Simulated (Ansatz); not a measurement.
# Si2Br: what a guessed cell relaxes into, part 2 of 2

Where does this trial cell of Si2Br go when cell and atoms are let free?

Ansatz 0.2.0; DFT PBE, scalar-relativistic, plane waves, PAW. Earlier steps stand in the parts before.

## 4. Final relaxation

The end of the coarse run is made exact in the group found at a tolerance of 0.06 Å and reduced to its primitive cell.

File input.yaml:

```yaml
crystal:
  lattice:
    - [0.0, 3.2148369789, 3.2148369789]
    - [3.2148369789, 0.0, 3.2148369789]
    - [3.2148369789, 3.2148369789, 0.0]
  atoms:
    - { symbol: Si, position: [0.25, 0.25, 0.25] }
    - { symbol: Si, position: [0.5, 0.5, 0.5] }
    - { symbol: Br, position: [0.0, 0.0, 0.0] }
basis:
  ecutwfc: 420
kpoints:
  mp_grid: { grid: [12, 12, 12] }
hamiltonian:
  xc: pbe
scf:
  occupations: { method: gaussian, width: 0.1 }
output:
  forces: true
  stress: true
  eigenvalues: true
  write_density: true
  write_potential: true
  elf: true
  volumetric_format: npy
relax:
  adjacent_minimum: "off"
  f_tol: 0.01
  max_steps: 80
  cell: { stress_tol: 0.05 }
```

Launch:

```bash
$ ansatz run input.yaml --threads 1 --pin off --max-ram 2560MiB --backend cpu --events-out ev --progress --plain --runs-dir out
```

Output (excerpt; [...] marks lines left out):

```text
Warning: RAYON_NUM_THREADS=1 ignored (pool sized by the plan → 1); use --threads N
[...]
Pseudopotentials: kind: paw
Pseudopotential: Si, paw, valence charge 4, recommended cutoff 420 eV (normal), Si.paw.azcp
Pseudopotential: Br, paw, valence charge 7, recommended cutoff 420 eV (normal), Br.paw.azcp
Functional definition: PBE
[...]
Crystal: 3 atoms, lattice volume = 66.452 Å³
Basis set: ecut = 420 eV, 1291 PW (Γ), exchange–correlation on 64×64×64 points (8 copies of the dense FFT grid, shifted against one another)
Bands: 12, of which v1, the nominal top of the filled ones, is band 8 counted from 1 (7 counted from 0)
Symmetry: 24 space group operations
Space group: F-43m (ITA 216), of the structure as read, at distance tolerance 4.1e-5 Å
k-points: 72 of 1728 (time reversal used)
[...]
--- Stress (GPa, compression-positive) ---
        0.030419      -0.000000      -0.000000
       -0.000000       0.030419       0.000000
       -0.000000       0.000000       0.030419
  P = ⅓ Tr σ = 0.0304 GPa (0.304 kbar)
--- Band table (eV; the first three rows and the last of 72) ---
  k-point 0: bands = ["-10.0683", "-1.9255", "2.0704", "2.0704", "2.0704", "4.6335", "5.4798", "5.4798", "5.4798", "8.8430", "8.8430", "8.8430"]
[...]
--- Relaxed structure (2 steps of the walk, 2 accepted, 1 SCFs on fresh bases) ---
  F+E_penalty+E_count = -4052.68244362 eV   max|allowed force component| = 5.002e-16 eV/Å   (the final SCF, on the basis selected at the relaxed cell)
  cell:  # Å, volume = 66.0657 Å³
    - [1.7356110987050602e-34, 3.208598512500271, 3.208598512500271]
    - [3.208598512500271, 3.0572232197373543e-34, 3.208598512500271]
    - [3.208598512500271, 3.208598512500271, 4.792834318442415e-34]
  atoms:
    - { symbol: Si, position: [0.25, 0.25, 0.25] }
    - { symbol: Si, position: [0.5, 0.5, 0.5] }
    - { symbol: Br, position: [8.85300403115955e-34, -1.1116177994012366e-33, -1.0051154952669864e-33] }
```

Run time: 14 s. Hardware: 1 thread of Intel Xeon 6975P-C (Granite Rapids), shared host; peak memory 0.41 GiB.

Step by step:

| step | E - E(step 1) (eV/cell) | largest force component (eV/Å) | pressure (GPa) | volume (Å³) |
| --- | --- | --- | --- | --- |
| 1 | 0.0000 | 0.0000 | -0.25 | 66.45 |
| 2 | -0.0003 | 0.0000 | 0.03 | 66.07 |
| 3 | -0.0003 | 0.0000 | 0.03 | 66.07 |

Step 1 is the start. Step 3 repeats the geometry before it on a plane-wave basis chosen anew for that cell, so its energy need not be comparable with the rows above.

Lengths and angles in the start's conventional setting:

|  | before | after | change |
| --- | --- | --- | --- |
| a (Å) | 6.430 | 6.417 | -0.2 % |
| b (Å) | 6.430 | 6.417 | -0.2 % |
| c (Å) | 6.430 | 6.417 | -0.2 % |
| volume (Å³/atom) | 22.15 | 22.02 | -0.6 % |
| shortest distance (Å) | 2.784 | 2.779 | -0.2 % |
| space group (0.01 Å) | F-43m | F-43m | same |

The run keeps the 24 symmetry operations of the start, so it could not have lowered the symmetry.

Axes a, b and c in the maps are those of this run's conventional cell (a, b, c = 6.417, 6.417, 6.417 Å).

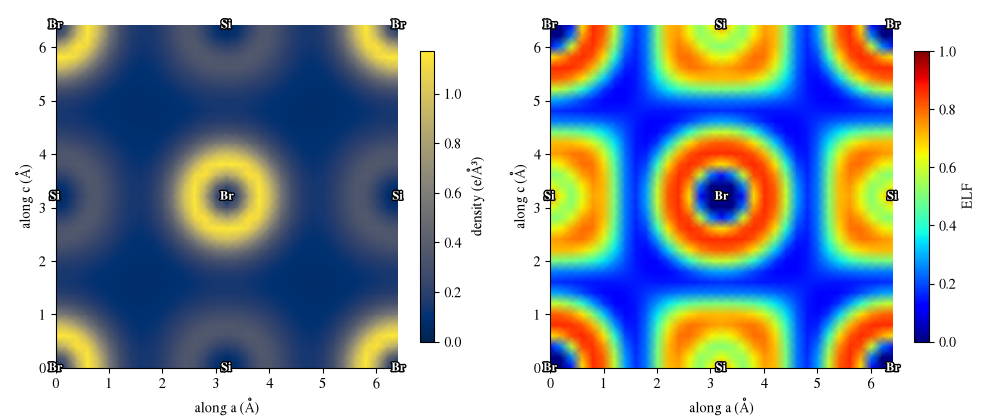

Density (left) and ELF (right) in a lattice plane of the grid's cell (edges 6.42 and 6.42 Å, at 0.000 of the third edge), which holds Si and Br. Only atoms in the plane are labelled. Both are smooth fields of the valence electrons: close to the nuclei they are not physical.

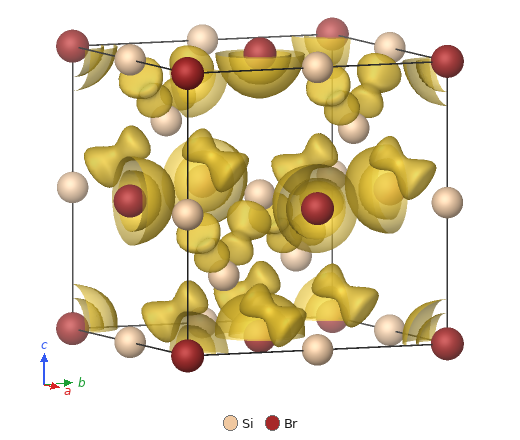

Surface of ELF = 0.81, drawn in one cell.

Maxima of ELF outside the ion cores: 0.90 on the Si–Si line, 1.0 Å from Si; 0.87 in the shell around Br, 0.8 Å from Br.

## 5. Results

This closing draws on all 2 parts. Changes of volume or cell count from the first structure of part 1.

```
                              quantity                                                                      value
symmetry at the end (tolerance 0.05 Å)                                                space group F-43m (No. 216)
                     conventional cell  a = 6.417 Å, b = 6.417 Å, c = 6.417 Å, α = 90.00°, β = 90.00°, γ = 90.00°
                                volume                                                              22.02 Å³/atom
              energy over the elements                                                              +0.71 eV/atom
                       gap on the mesh                                                               none (metal)
```

**Reading.** The space group F-43m (No. 216) is kept, and the volume per atom grows by 10.3 % from the first guess. With a positive formation energy it can't be a ground state. No finished test with a distortion of lower symmetry is shown, so the end may be a saddle point. The final runs have no spin polarisation, so no magnetic state was tried and one may lie lower.
